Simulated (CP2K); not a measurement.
# C2F2 (SMILES FC#CF): HF/STO-3G

Aim: the vertical singlet–triplet gap of C2F2 at HF/STO-3G, from 2 runs. 

The results are computed with CP2K 2026.2.

11 further runs of the same task are left out: 8 that didn't finish, 3 set aside as unsound or not needed.

### Step 1. The molecule

The species is C2F2 (4 atoms), meant as a singlet with charge 0. SMILES: `FC#CF`. Geometry: relaxed at PBE0-D4/def2-TZVP.

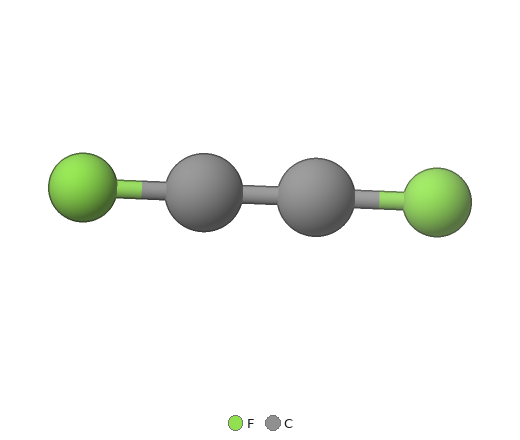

Viewed from a chosen angle; fluorine green, carbon grey.

### Step 2. The energy at HF/STO-3G

calc.inp reads:

```
&FORCE_EVAL
  METHOD QUICKSTEP
  &DFT
    BASIS_SET_FILE_NAME ./sto_3g.basis
    POTENTIAL_FILE_NAME POTENTIAL
    CHARGE 0
    MULTIPLICITY 1
    &QS
      METHOD GAPW
      EPS_DEFAULT 1.0E-10
    &END QS
    &MGRID
      CUTOFF 280
      REL_CUTOFF 50
      NGRIDS 4
    &END MGRID
    &POISSON
      PERIODIC NONE
      POISSON_SOLVER MULTIPOLE
    &END POISSON
    &SCF
      SCF_GUESS ATOMIC
      EPS_SCF 1.0E-06
      MAX_SCF 50
      &OT ON
        MINIMIZER DIIS
        PRECONDITIONER FULL_SINGLE_INVERSE
      &END OT
      &OUTER_SCF
        EPS_SCF 1.0E-06
        MAX_SCF 8
      &END OUTER_SCF
    &END SCF
    &XC
      &XC_FUNCTIONAL NONE
      &END XC_FUNCTIONAL
      &HF
        FRACTION 1
        &SCREENING
          EPS_SCHWARZ 1.0E-10
          SCREEN_ON_INITIAL_P F
        &END SCREENING
        &INTERACTION_POTENTIAL
          POTENTIAL_TYPE COULOMB
        &END INTERACTION_POTENTIAL
        &MEMORY
          MAX_MEMORY 1050
        &END MEMORY
      &END HF
    &END XC
    &PRINT
      &MOMENTS
        PERIODIC F
        REFERENCE COM
        MAX_MOMENT 1
      &END MOMENTS
      &MO_CUBES
        NLUMO 3
        NHOMO -1
        WRITE_CUBE F
      &END MO_CUBES
      &LOWDIN ON
      &END LOWDIN
      &HIRSHFELD OFF
      &END HIRSHFELD
    &END PRINT
  &END DFT
  &SUBSYS
    &CELL
      ABC [angstrom] 7.3 7.3 10.7
      PERIODIC NONE
    &END CELL
    &COORD
      UNIT bohr
      F     -0.2577586     0.2418849     3.5012846
      C     -0.0636838     0.0570697     1.1020883
      C      0.1160292    -0.1141395    -1.1213635
      F      0.3101041    -0.2989547    -3.5205598
    &END COORD
    &TOPOLOGY
      &CENTER_COORDINATES
      &END CENTER_COORDINATES
    &END TOPOLOGY
    &KIND F
      BASIS_SET STO-3G
      POTENTIAL ALL
      LEBEDEV_GRID 194
      RADIAL_GRID 100
    &END KIND
    &KIND C
      BASIS_SET STO-3G
      POTENTIAL ALL
      LEBEDEV_GRID 194
      RADIAL_GRID 100
    &END KIND
  &END SUBSYS
&END FORCE_EVAL

&GLOBAL
  PROJECT_NAME calc
  RUN_TYPE ENERGY
  PRINT_LEVEL MEDIUM
&END GLOBAL
```

Started as:

```
$ OMP_NUM_THREADS=1 cp2k.psmp -i calc.inp > calc.out 2>&1
```

Output, shortened:

```text
CP2K| version string:                                       CP2K version 2026.2
[...]
 GLOBAL| Method name                                                        CP2K
[...]
 GLOBAL| Run type                                                         ENERGY
[...]
 DFT| Spin restricted Kohn-Sham (RKS) calculation                            RKS
 DFT| Multiplicity                                                             1
[...]
 DFT| Charge                                                                   0
[...]
 QS| Method:                                                                GAPW
[...]
 QS| Density cutoff [a.u.]:                                                140.0
[...]
 QS| Relative density cutoff [a.u.]:                                        25.0
[...]
                             - Atoms:                                          4
[...]
                             - Spherical basis functions:                     20
[...]
 Number of electrons:                                                         30
[...]
     1 OT DIIS     0.80E-01    0.3     1.35282424      -259.0415810904 -2.59E+02
[...]
    14 OT DIIS     0.80E-01    0.1     0.00000055      -270.7457171825 -1.38E-11
  *** SCF run converged in    14 steps ***
[...]
  Overlap energy of the core charge distribution:               0.00009284358128
  Self energy of the core charge distribution:               -267.35227260769875
  Core Hamiltonian energy:                                    -21.58246920693017
  Hartree energy:                                              44.00878922297068
  Exchange-correlation energy:                                  0.00000000000000
  Hartree-Fock Exchange energy:                               -30.76336881270523
[...]
                     Mulliken Population Analysis
 #  Atom  Element  Kind  Atomic population                           Net charge
       1     F        1          9.079096                             -0.079096
       2     C        2          5.920904                              0.079096
       3     C        2          5.920904                              0.079096
       4     F        1          9.079096                             -0.079096
 # Total charge                             30.000000                  0.000000
[...]
  Dipole moment [Debye]
    X=  0.8135194E-06 Y=  0.2210289E-05 Z= -0.1189923E-06  Total=      0.0000024
[...]
 HOMO - LUMO gap [eV] :   19.799155
 ENERGY| Total FORCE_EVAL ( QS ) energy [hartree]           -270.745717182520480
[...]
```

Wall time 15 s (1 thread of Arm Neoverse V1, shared host); peak memory 0.34 GiB.

### Step 3. The triplet at the same level

calc.inp reads:

```
&GLOBAL
    PROJECT_NAME calc
    RUN_TYPE ENERGY
    PRINT_LEVEL MEDIUM
&END GLOBAL
&FORCE_EVAL
    METHOD QUICKSTEP
    &DFT
        BASIS_SET_FILE_NAME ./sto_3g.basis
        POTENTIAL_FILE_NAME POTENTIAL
        MULTIPLICITY 3
        UNRESTRICTED_KOHN_SHAM T
        &QS
            METHOD GAPW
            EPS_DEFAULT 1.0E-10
        &END QS
        &MGRID
            CUTOFF 280
            REL_CUTOFF 50
            NGRIDS 4
        &END MGRID
        &POISSON
            PERIODIC NONE
            POISSON_SOLVER MULTIPOLE
        &END POISSON
        &SCF
            SCF_GUESS ATOMIC
            EPS_SCF 1.0E-06
            MAX_SCF 40
            &OT
                MINIMIZER DIIS
                PRECONDITIONER FULL_ALL
            &END OT
            &OUTER_SCF
                EPS_SCF 1.0E-06
                MAX_SCF 10
            &END OUTER_SCF
        &END SCF
        &XC
            &XC_FUNCTIONAL NONE
            &END XC_FUNCTIONAL
            &HF
                FRACTION 1
                &SCREENING
                    EPS_SCHWARZ 1.0E-10
                &END SCREENING
                &MEMORY
                    MAX_MEMORY 1050
                &END MEMORY
            &END HF
        &END XC
        &PRINT
            &MOMENTS
                PERIODIC F
                REFERENCE COM
                MAX_MOMENT 1
            &END MOMENTS
            &MO_CUBES
                NLUMO 1
                NHOMO -1
                WRITE_CUBE F
            &END MO_CUBES
            &LOWDIN ON
            &END LOWDIN
            &HIRSHFELD OFF
            &END HIRSHFELD
            &MO_MOLDEN ON
                NDIGITS 8
                NLUMO 1
            &END MO_MOLDEN
        &END PRINT
    &END DFT
    &SUBSYS
        &CELL
            ABC 7.3 7.3 10.7
            PERIODIC NONE
        &END CELL
        &COORD
            F     -0.136400     0.128000     1.852800
            C     -0.033700     0.030200     0.583200
            C      0.061400    -0.060400    -0.593400
            F      0.164100    -0.158200    -1.863000
        &END COORD
        &TOPOLOGY
            &CENTER_COORDINATES
            &END CENTER_COORDINATES
        &END TOPOLOGY
        &KIND F
            BASIS_SET STO-3G
            POTENTIAL ALL
            LEBEDEV_GRID 194
            RADIAL_GRID 100
        &END KIND
        &KIND C
            BASIS_SET STO-3G
            POTENTIAL ALL
            LEBEDEV_GRID 194
            RADIAL_GRID 100
        &END KIND
    &END SUBSYS
&END FORCE_EVAL
```

Started as:

```
$ OMP_NUM_THREADS=1 cp2k.psmp -i calc.inp -o calc.out
```

Output, shortened:

```text
CP2K| version string:                                       CP2K version 2026.2
[...]
 GLOBAL| Method name                                                        CP2K
[...]
 GLOBAL| Run type                                                         ENERGY
[...]
 DFT| Spin unrestricted (spin-polarized) Kohn-Sham calculation               UKS
 DFT| Multiplicity                                                             3
[...]
 DFT| Charge                                                                   0
[...]
 QS| Method:                                                                GAPW
[...]
 QS| Density cutoff [a.u.]:                                                140.0
[...]
 QS| Relative density cutoff [a.u.]:                                        25.0
[...]
                             - Atoms:                                          4
[...]
                             - Spherical basis functions:                     20
[...]
 Number of electrons:                                                         16
[...]
     1 OT DIIS     0.15E+00    0.3     0.34183368      -256.3778159793 -2.56E+02
[...]
    19 OT DIIS     0.15E+00    0.2     0.00000048      -270.5005508556 -7.38E-10
  *** SCF run converged in    19 steps ***
[...]
  Overlap energy of the core charge distribution:               0.00009284361516
  Self energy of the core charge distribution:               -267.35227260769875
  Core Hamiltonian energy:                                    -21.05740744858011
  Hartree energy:                                              43.77301842711715
  Exchange-correlation energy:                                  0.00000000000000
  Hartree-Fock Exchange energy:                               -30.86931591936322
[...]
                     Mulliken Population Analysis
 #  Atom  Element  Kind  Atomic population (alpha,beta) Net charge  Spin moment
       1     F        1         4.537965     4.525115    -0.063080     0.012851
       2     C        2         3.462031     2.474889     0.063080     0.987142
       3     C        2         3.462035     2.474885     0.063080     0.987149
       4     F        1         4.537969     4.525111    -0.063081     0.012858
 # Total charge and spin       16.000000    14.000000     0.000000     2.000000
[...]
 HOMO - LUMO gap [eV] :   12.359327
 ENERGY| Total FORCE_EVAL ( QS ) energy [hartree]           -270.500550855599442
[...]
```

It took 14 s on 1 thread of Arm Neoverse V1, shared host; peak memory 0.35 GiB.

### Step 4. Results

At HF/STO-3G:

```
                                        quantity          value
                           singlet: total energy  -270.74572 Eh
                          singlet: dipole moment         0.00 D
                            singlet: HOMO energy       -8.62 eV
                            singlet: LUMO energy       11.18 eV
                          singlet: HOMO–LUMO gap       19.80 eV
                           triplet: total energy  -270.50055 Eh
                          triplet: dipole moment         0.00 D
     triplet: HOMO energy (highest over α and β)       -2.31 eV
      triplet: LUMO energy (lowest over α and β)        4.40 eV
                                   triplet: ⟨S²⟩          2.016
vertical energy of the triplet above the singlet       6.671 eV
```

What this shows: At this shape the triplet lies 6.67 eV (154 kcal/mol) above the singlet. In a minimal basis such a difference can be off by several eV, whatever the method.
